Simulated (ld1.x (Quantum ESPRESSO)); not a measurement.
**Pseudopotential generation, with input and output: N**

- system: nitrogen (N, Z = 7), core [He], reference valence 2s2 2p3, valence charge 5.
- method: ultrasoft potential, PBE, scalar-relativistic, made with ld1.x (Quantum ESPRESSO) 7.5

**Input file**
```
 &input
   title='N', zed=7., rel=1, dft='PBE', iswitch=3,
   config='[He] 2s2 2p3 3d-2',
   nld=3, rlderiv=1.85, eminld=-3.0, emaxld=5.0, deld=0.02
 /
 &inputp
   pseudotype=3, tm=.true., lloc=-1, rcloc=0.85,
   nlcc=.false.,
   file_pseudopw='N.UPF', file_wfcaegen='ae.wfc', file_wfcncgen='nc.wfc', file_beta='beta', file_chi='chi', file_wfcusgen='us.wfc'
 /
6
2S  1  0   2.00   0.00  0.70  0.85  0.0
2S  1  0   0.00  -0.65  0.70  0.85  0.0
2P  2  1   3.00   0.00  1.25  1.70  0.0
2P  2  1   0.00   2.75  1.25  1.70  0.0
3D  3  2  -2.00   0.05  1.15  1.30  0.0
3D  3  2  -2.00   2.80  1.15  1.30  0.0
 &test
   configts(1)='2s2 2p3'
 /
```

**Input of the test run**
```
 &input
   title='N', zed=7., rel=1, dft='PBE', iswitch=2,
   config='[He] 2s2 2p3 3d-2'
 /
 &test
   file_pseudo='N.UPF', nconf=8,
   configts(1)='2s2 2p3',
   configts(2)='2s2 2p2',
   configts(3)='2s2 2p1',
   configts(4)='2s2 2p0',
   configts(5)='2s0 2p5',
   configts(6)='2s1 2p0',
   configts(7)='2s1 2p3',
   configts(8)='2s2 2p2.5'
 /
```

Launched with:
```bash
ld1.x < N.in > N.out
```

**The program's output**
```
     Program LD1 v.7.5
     --------------------------- All-electron run ----------------------------

     N
     scalar relativistic calculation

     atomic number is  7.00
     dft =PBE   lsd =0 sic =0 latt =0  beta=0.20 tr2=1.0E-14
     Exchange-correlation= PBE
                           (   1   4   3   4   0   0   0)
     mesh =1085 r(mesh) =  99.89202 a.u. xmin = -7.00 dx = 0.01250
     1 Ry =  13.60569312 eV, c = 137.03599908

     n l     nl                  e(Ry)          e(Ha)          e(eV)
     1 0     1S 1( 2.00)       -28.2764       -14.1382      -384.7204
     2 0     2S 1( 2.00)        -1.3658        -0.6829       -18.5828
     2 1     2P 1( 3.00)        -0.5211        -0.2606        -7.0900

     final scf error:  5.8E-15 reached in  23 iterations

     Etot =    -108.906480 Ry,     -54.453240 Ha,   -1481.748142 eV

     Ekin =     108.686336 Ry,      54.343168 Ha,    1478.752934 eV
     Encl =    -256.222520 Ry,    -128.111260 Ha,   -3486.084983 eV
     Eh   =      51.762930 Ry,      25.881465 Ha,     704.270546 eV
     Exc  =     -13.133226 Ry,      -6.566613 Ha,    -178.686639 eV

     normalization and overlap integrals

     s(1S/1S) =  1.000000  <r> =   0.2297  <r2> =    0.0714  r(max) =   0.1483
     s(2S/2S) =  1.000000  <r> =   1.3197  <r2> =    2.1153  r(max) =   1.0167
     s(2P/2P) =  1.000000  <r> =   1.4841  <r2> =    2.9193  r(max) =   0.9793

     ------------------------ End of All-electron run ------------------------

     --------------------- Generating US pseudopotential ---------------------

      Generating local potential from pseudized AE potential:
      Matching radius rcloc =   0.8500

      Local pseudo, rcloc= 0.843 Estimated cut-off energy=    33.54 Ry

      Wfc   2S  rcut= 0.708  Using Troullier-Martins method
      Wfc-us  2S rcutus= 0.843  Estimated cut-off energy=    59.86 Ry

      Wfc   2S  rcut= 0.708  Using Troullier-Martins method
      Wfc-us  2S rcutus= 0.843  Estimated cut-off energy=    60.86 Ry

      Wfc   2P  rcut= 1.257  Using Troullier-Martins method
      Wfc-us  2P rcutus= 1.697  Estimated cut-off energy=    27.21 Ry

      Wfc   2P  rcut= 1.257  Using Troullier-Martins method
      Wfc-us  2P rcutus= 1.697  Estimated cut-off energy=    55.42 Ry

      Wfc   3D  rcut= 1.138  Using Troullier-Martins method
      Wfc-us  3D rcutus= 1.289  Estimated cut-off energy=    61.12 Ry

      Wfc   3D  rcut= 1.138  Using Troullier-Martins method
      Wfc-us  3D rcutus= 1.289  Estimated cut-off energy=    63.82 Ry

     ------------------- End of pseudopotential generation -------------------

     --------------------------- All-electron run ----------------------------

     N
     scalar relativistic calculation

     atomic number is  7.00
     dft =PBE   lsd =0 sic =0 latt =0  beta=0.20 tr2=1.0E-14
     Exchange-correlation= PBE
                           (   1   4   3   4   0   0   0)
     mesh =1085 r(mesh) =  99.89202 a.u. xmin = -7.00 dx = 0.01250
     1 Ry =  13.60569312 eV, c = 137.03599908

     n l     nl                  e(Ry)          e(Ha)          e(eV)
     1 0     1S 1( 2.00)       -28.2764       -14.1382      -384.7204
     2 0     2S 1( 2.00)        -1.3658        -0.6829       -18.5828
     2 1     2P 1( 3.00)        -0.5211        -0.2606        -7.0900

     final scf error:  5.8E-15 reached in  23 iterations

     Etot =    -108.906480 Ry,     -54.453240 Ha,   -1481.748142 eV

     Ekin =     108.686336 Ry,      54.343168 Ha,    1478.752934 eV
     Encl =    -256.222520 Ry,    -128.111260 Ha,   -3486.084983 eV
     Eh   =      51.762930 Ry,      25.881465 Ha,     704.270546 eV
     Exc  =     -13.133226 Ry,      -6.566613 Ha,    -178.686639 eV

     normalization and overlap integrals

     s(1S/1S) =  1.000000  <r> =   0.2297  <r2> =    0.0714  r(max) =   0.1483
     s(2S/2S) =  1.000000  <r> =   1.3197  <r2> =    2.1153  r(max) =   1.0167
     s(2P/2P) =  1.000000  <r> =   1.4841  <r2> =    2.9193  r(max) =   0.9793

     ------------------------ End of All-electron run ------------------------

     Computing logarithmic derivative in   1.84109
     Computing logarithmic derivative in   1.84109
     Computing the partial wave expansion
     R is outside the sphere for l=    0 j= 0.00
     R is outside the sphere for l=    0 j= 0.00
     R is outside the sphere for l=    1 j= 0.00
     R is outside the sphere for l=    1 j= 0.00
     R is outside the sphere for l=    2 j= 0.00
     R is outside the sphere for l=    2 j= 0.00

     ---------------------- Testing the pseudopotential ----------------------

     N
     scalar relativistic calculation

     atomic number is  7.00   valence charge is  5.00
     dft =PBE   lsd =0 sic =0 latt =0  beta=0.20 tr2=1.0E-14
     mesh =1085 r(mesh) =  99.89202 xmin = -7.00 dx = 0.01250

     n l     nl             e AE (Ry)        e PS (Ry)    De AE-PS (Ry)
     1 0     2S   1( 2.00)       -1.36581       -1.36583        0.00002
     2 1     2P   1( 3.00)       -0.52111       -0.52111        0.00000

     eps = 7.6E-16  iter =  6

     Etot =    -108.906480 Ry,     -54.453240 Ha,   -1481.748142 eV
     Etotps =   -19.283580 Ry,      -9.641790 Ha,    -262.366466 eV

     Ekin =       8.296885 Ry,       4.148443 Ha,     112.884877 eV
     Encl =     -44.811159 Ry,     -22.405579 Ha,    -609.686877 eV
     Ehrt =      16.291794 Ry,       8.145897 Ha,     221.661151 eV
     Ecxc =      -4.445966 Ry,      -2.222983 Ha,     -60.490449 eV
     Epseu=       5.384866 Ry,       2.692433 Ha,      73.264832 eV

     ---------------------- End of pseudopotential test ----------------------
```

**Output of the test run (extracts)**
```
     ---------------------- Testing the pseudopotential ----------------------

     N
     scalar relativistic calculation

     atomic number is  7.00   valence charge is  5.00
     dft =PBE   lsd =0 sic =0 latt =0  beta=0.20 tr2=1.0E-14
     mesh =1085 r(mesh) =  99.89202 xmin = -7.00 dx = 0.01250

     n l     nl             e AE (Ry)        e PS (Ry)    De AE-PS (Ry)
     1 0     2S   1( 2.00)       -1.36581       -1.36583        0.00002
     2 1     2P   1( 3.00)       -0.52111       -0.52111        0.00000

     eps = 4.7E-16  iter =  6

     Etot =    -108.906480 Ry,     -54.453240 Ha,   -1481.748142 eV
     Etotps =   -19.283580 Ry,      -9.641790 Ha,    -262.366466 eV

     Ekin =       8.296885 Ry,       4.148443 Ha,     112.884877 eV
     Encl =     -44.811159 Ry,     -22.405579 Ha,    -609.686877 eV
     Ehrt =      16.291794 Ry,       8.145897 Ha,     221.661151 eV
     Ecxc =      -4.445966 Ry,      -2.222983 Ha,     -60.490449 eV
     Epseu=       5.384866 Ry,       2.692433 Ha,      73.264832 eV

     ---------------------- End of pseudopotential test ----------------------

     ---------------------- Testing the pseudopotential ----------------------

     N
     scalar relativistic calculation

     atomic number is  7.00   valence charge is  5.00
     dft =PBE   lsd =0 sic =0 latt =0  beta=0.20 tr2=1.0E-14
     mesh =1085 r(mesh) =  99.89202 xmin = -7.00 dx = 0.01250

     n l     nl             e AE (Ry)        e PS (Ry)    De AE-PS (Ry)
     1 0     2S   1( 2.00)       -2.38592       -2.42087        0.03494  !
     2 1     2P   1( 2.00)       -1.52057       -1.54155        0.02098  !

     eps = 5.8E-15  iter = 52

     Etot =    -107.907526 Ry,     -53.953763 Ha,   -1468.156687 eV
     Etotps =   -18.260528 Ry,      -9.130264 Ha,    -248.447146 eV
     dEtot_ae =       0.998954 Ry
     dEtot_ps =       1.023051 Ry,   Delta E=      -0.024098 Ry

     Ekin =       6.170268 Ry,       3.085134 Ha,      83.950768 eV
     Encl =     -38.181608 Ry,     -19.090804 Ha,    -519.487243 eV
     Ehrt =      11.397922 Ry,       5.698961 Ha,     155.076634 eV
     Ecxc =      -3.641727 Ry,      -1.820863 Ha,     -49.548216 eV
     Epseu=       5.994616 Ry,       2.997308 Ha,      81.560912 eV

     ---------------------- End of pseudopotential test ----------------------

     ---------------------- Testing the pseudopotential ----------------------

     N
     scalar relativistic calculation

     atomic number is  7.00   valence charge is  5.00
     dft =PBE   lsd =0 sic =0 latt =0  beta=0.20 tr2=1.0E-14
     mesh =1085 r(mesh) =  99.89202 xmin = -7.00 dx = 0.01250

     n l     nl             e AE (Ry)        e PS (Ry)    De AE-PS (Ry)
     1 0     2S   1( 2.00)       -3.61318       -3.64830        0.03512  !
     2 1     2P   1( 1.00)       -2.75706       -2.74499       -0.01207  !

     eps = 3.3E-15  iter = 44

     Etot =    -105.786813 Ry,     -52.893407 Ha,   -1439.302915 eV
     Etotps =   -16.129443 Ry,      -8.064721 Ha,    -219.452249 eV
     dEtot_ae =       3.119667 Ry
     dEtot_ps =       3.154137 Ry,   Delta E=      -0.034470 Ry

     Ekin =       4.883605 Ry,       2.441803 Ha,      66.444836 eV
     Encl =     -30.037765 Ry,     -15.018883 Ha,    -408.684619 eV
     Ehrt =       6.866888 Ry,       3.433444 Ha,      93.428774 eV
     Ecxc =      -2.691099 Ry,      -1.345550 Ha,     -36.614268 eV
     Epseu=       4.848928 Ry,       2.424464 Ha,      65.973028 eV

     ---------------------- End of pseudopotential test ----------------------

     ---------------------- Testing the pseudopotential ----------------------

     N
     scalar relativistic calculation

     atomic number is  7.00   valence charge is  5.00
     dft =PBE   lsd =0 sic =0 latt =0  beta=0.20 tr2=1.0E-14
     mesh =1085 r(mesh) =  99.89202 xmin = -7.00 dx = 0.01250

     n l     nl             e AE (Ry)        e PS (Ry)    De AE-PS (Ry)
     1 0     2S   1( 2.00)       -5.00709       -4.98972       -0.01737  !
     2 1     2P   1( 0.00)       -4.19522       -4.09401       -0.10121  !

     eps = 7.8E-15  iter =  9

     Etot =    -102.326325 Ry,     -51.163163 Ha,   -1392.220578 eV
     Etotps =   -12.735324 Ry,      -6.367662 Ha,    -173.272909 eV
     dEtot_ae =       6.580155 Ry
     dEtot_ps =       6.548256 Ry,   Delta E=       0.031899 Ry

     Ekin =       3.474005 Ry,       1.737003 Ha,      47.266248 eV
     Encl =     -20.777134 Ry,     -10.388567 Ha,    -282.687305 eV
     Ehrt =       3.240148 Ry,       1.620074 Ha,      44.084457 eV
     Ecxc =      -1.694238 Ry,      -0.847119 Ha,     -23.051288 eV
     Epseu=       3.021895 Ry,       1.510948 Ha,      41.114979 eV

     ---------------------- End of pseudopotential test ----------------------

     ---------------------- Testing the pseudopotential ----------------------

     N
     scalar relativistic calculation

     atomic number is  7.00   valence charge is  5.00
     dft =PBE   lsd =0 sic =0 latt =0  beta=0.20 tr2=1.0E-14
     mesh =1085 r(mesh) =  99.89202 xmin = -7.00 dx = 0.01250

     n l     nl             e AE (Ry)        e PS (Ry)    De AE-PS (Ry)
     1 0     2S   1( 0.00)       -1.42868       -1.42868        0.00000
     2 1     2P   1( 5.00)       -0.58014       -0.57535       -0.00479

     eps = 5.5E-15  iter = 65

     Etot =    -107.213001 Ry,     -53.606501 Ha,   -1458.707190 eV
     Etotps =    -2.876744 Ry,      -1.438372 Ha,     -39.140098 eV
     dEtot_ae =       1.693479 Ry
     dEtot_ps =      16.406835 Ry,   Delta E=     -14.713357 Ry

     Ekin =      -2.876744 Ry,      -1.438372 Ha,     -39.140098 eV
     Encl =       0.000000 Ry,       0.000000 Ha,       0.000000 eV
     Ehrt =       0.000000 Ry,       0.000000 Ha,       0.000000 eV
     Ecxc =       0.000000 Ry,       0.000000 Ha,       0.000000 eV

     ---------------------- End of pseudopotential test ----------------------

     ---------------------- Testing the pseudopotential ----------------------

     N
     scalar relativistic calculation

     atomic number is  7.00   valence charge is  5.00
     dft =PBE   lsd =0 sic =0 latt =0  beta=0.20 tr2=1.0E-14
     mesh =1085 r(mesh) =  99.89202 xmin = -7.00 dx = 0.01250

     n l     nl             e AE (Ry)        e PS (Ry)    De AE-PS (Ry)
     1 0     2S   1( 1.00)       -6.43650       -6.39997       -0.03652  !
     2 1     2P   1( 0.00)       -5.70130       -5.51687       -0.18442  !

     eps = 4.6E-15  iter = 13

     Etot =     -96.606746 Ry,     -48.303373 Ha,   -1314.401743 eV
     Etotps =    -7.040991 Ry,      -3.520495 Ha,     -95.797557 eV
     dEtot_ae =      12.299733 Ry
     dEtot_ps =      12.242589 Ry,   Delta E=       0.057144 Ry

     Ekin =       1.912452 Ry,       0.956226 Ha,      26.020234 eV
     Encl =     -10.757202 Ry,      -5.378601 Ha,    -146.359185 eV
     Ehrt =       0.844906 Ry,       0.422453 Ha,      11.495537 eV
     Ecxc =      -0.725570 Ry,      -0.362785 Ha,      -9.871885 eV
     Epseu=       1.684423 Ry,       0.842211 Ha,      22.917741 eV

     ---------------------- End of pseudopotential test ----------------------

     ---------------------- Testing the pseudopotential ----------------------

     N
     scalar relativistic calculation

     atomic number is  7.00   valence charge is  5.00
     dft =PBE   lsd =0 sic =0 latt =0  beta=0.20 tr2=1.0E-14
     mesh =1085 r(mesh) =  99.89202 xmin = -7.00 dx = 0.01250

     n l     nl             e AE (Ry)        e PS (Ry)    De AE-PS (Ry)
     1 0     2S   1( 1.00)       -2.39419       -2.41055        0.01637  !
     2 1     2P   1( 3.00)       -1.52782       -1.58327        0.05544  !

     eps = 1.7E-29  iter =  6

     Etot =    -107.041641 Ry,     -53.520820 Ha,   -1456.375713 eV
     Etotps =    -7.160352 Ry,      -3.580176 Ha,     -97.421546 eV
     dEtot_ae =       1.864839 Ry
     dEtot_ps =      12.123228 Ry,   Delta E=     -10.258389 Ry

     Ekin =      -7.160352 Ry,      -3.580176 Ha,     -97.421546 eV
     Encl =       0.000000 Ry,       0.000000 Ha,       0.000000 eV
     Ehrt =       0.000000 Ry,       0.000000 Ha,       0.000000 eV
     Ecxc =       0.000000 Ry,       0.000000 Ha,       0.000000 eV

     ---------------------- End of pseudopotential test ----------------------

     ---------------------- Testing the pseudopotential ----------------------

     N
     scalar relativistic calculation

     atomic number is  7.00   valence charge is  5.00
     dft =PBE   lsd =0 sic =0 latt =0  beta=0.20 tr2=1.0E-14
     mesh =1085 r(mesh) =  99.89202 xmin = -7.00 dx = 0.01250

     n l     nl             e AE (Ry)        e PS (Ry)    De AE-PS (Ry)
     1 0     2S   1( 2.00)       -1.84634       -2.40974        0.56340  !
     2 1     2P   1( 2.50)       -0.98810       -1.00638        0.01828  !

     eps = 8.0E-22  iter = 12

     Etot =    -108.532115 Ry,     -54.266058 Ha,   -1476.654655 eV
     Etotps =    -7.335447 Ry,      -3.667723 Ha,     -99.803839 eV
     dEtot_ae =       0.374364 Ry
     dEtot_ps =      11.948133 Ry,   Delta E=     -11.573768 Ry

     Ekin =      -7.335447 Ry,      -3.667723 Ha,     -99.803839 eV
     Encl =       0.000000 Ry,       0.000000 Ha,       0.000000 eV
     Ehrt =       0.000000 Ry,       0.000000 Ha,       0.000000 eV
     Ecxc =       0.000000 Ry,       0.000000 Ha,       0.000000 eV

     ---------------------- End of pseudopotential test ----------------------
```

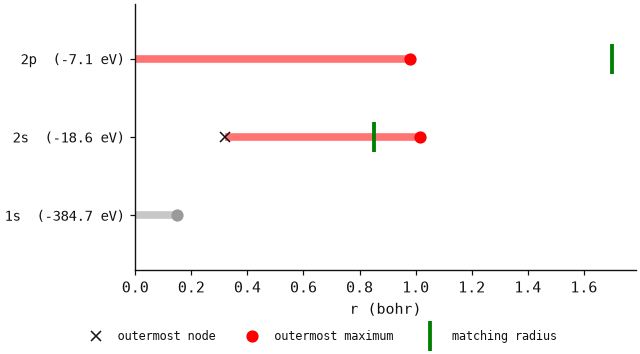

Fig. 1: Outer shells of the all-electron reference atom: each bar runs from the outermost node (or the nucleus) to the outermost maximum of u(r); the tick is the radius chosen for the pseudo-wave. Shells without a tick have no pseudo-wave of their own. Levels, nodes and maxima are from ld1.x, scalar-relativistic.

- Radii against the shells: 2s: 0.85 bohr, between node and maximum; 2p: 1.70 bohr, outside the maximum. The p and d channels couldn't be tested for ghost states or cutoffs, since the overlap operator isn't positive definite there.

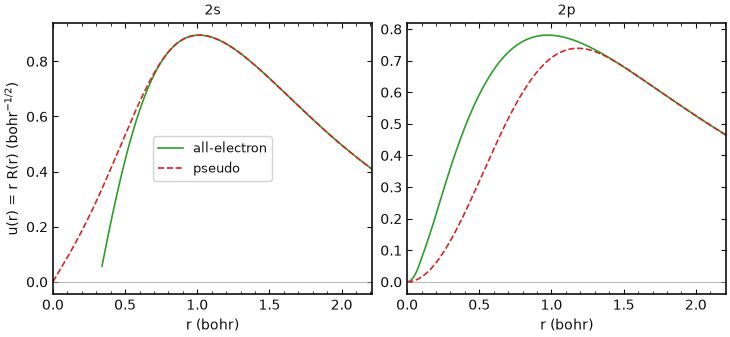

Fig. 2: All-electron valence functions (solid) with their pseudo partners (dashed). The innermost oscillations of some all-electron curves aren't drawn. Reference configuration 2s2 2p3.

- Matching radii: 2s at 0.85 bohr; 2p at 1.70 bohr. The curves merge smoothly, so the plot gives these only roughly.
- Nodes of the pseudo-waves: 2s has no node; 2p has no node. The potential isn't sound: its overlap operator has a negative eigenvalue, -11.

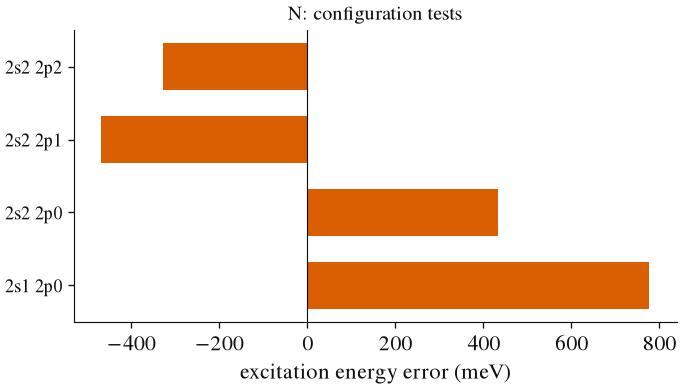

Fig. 3: Errors, all-electron minus pseudo, of the energies of valence configurations relative to the unpolarised reference 2s2 2p3. Not all tests gave a result: 3 of 7 tests not solved.

- Worst configuration: 2s1 2p0 (charge +4): the error is +777 meV on an all-electron energy of +167.35 eV relative to the reference, or 0.46 %.
- Errors in meV: 2s2 2p2: -328; 2s2 2p1: -469; 2s2 2p0: +434; 2s1 2p0: +777.
- Configurations within 10 meV and within 50 meV: 0 and 0 of 4.

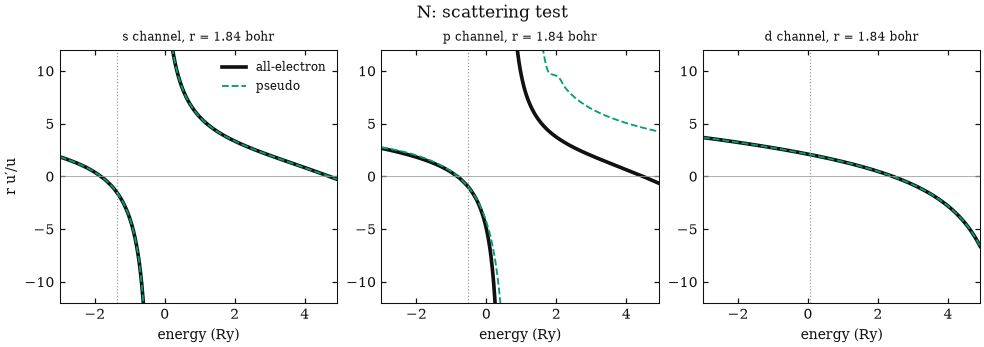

Fig. 4: Logarithmic derivatives r u′/u at the test radius against energy, all-electron atom (solid) and pseudo-atom (dashed). Here u = r R(r). The dotted line marks the reference energy of the channel.

- Zeros of the logarithmic derivative: s: all-electron -1.8 and 4.7 Ry, pseudo -1.8 and 4.7 Ry; p: all-electron -0.8 and 4.5 Ry, pseudo -0.8 Ry; d: all-electron 2.4 Ry, pseudo 2.4 Ry.
- Poles, where the radial function vanishes at the test radius: s: all-electron at -0.3 Ry, pseudo at -0.3 Ry; p: all-electron at 0.5 Ry, pseudo at 0.8 Ry; d: all-electron at no energy in the range, pseudo at no energy in the range.

**Key numbers**

- outcome: generated, but the overlap operator is not positive, so unusable
- configuration tests: 3 of 7 tests not solved
- lowest eigenvalue of the overlap operator S in a Bessel basis (separate test): -11 (d channel); it is negative, so in a basis up to 400 Ry S is not positive definite
- largest excitation error among the tests solved: +777 meV (all-electron minus pseudo) for 2s1 2p0
- range over which the phases arctan(r u′/u) at the test radius agree within 0.05 rad (a looser test near the poles than one of phase shifts): s: over the whole range computed; p: between about -0.9 and 0.4 Ry; d: over the whole range computed
- hardware: 1 CPU thread, shared host
- wall time: 1.2 s

**Notes**

An excitation error of 777 meV in its own tests makes this a poorly transferable potential. The p and d channels couldn't be tested for ghost states or cutoffs, since the overlap operator isn't positive definite there.
